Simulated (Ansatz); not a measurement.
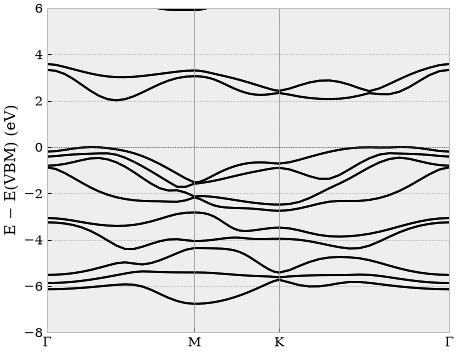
Figure. Band structure from the program Ansatz at the r²SCAN+D4 with spin–orbit coupling level (PAW)

Task: Read off the gap and where the band edges lie.

Result: About 2.0 eV (2.02 eV by a search for the band edges); maximum on the K–Γ line, 73 % of the way from K, minimum on the Γ–M line, 47 % of the way from Γ.

The material is monolayer PtS₂ (1T, P-3m1 in the vacuum cell, 3 atoms).

A layer that has been made, often on a substrate. The r²SCAN+D4 relaxation kept the symmetry of its start; its stability against distortions is not shown here. No spin polarisation was allowed.

Potentials: the later of the program's two PAW sets.
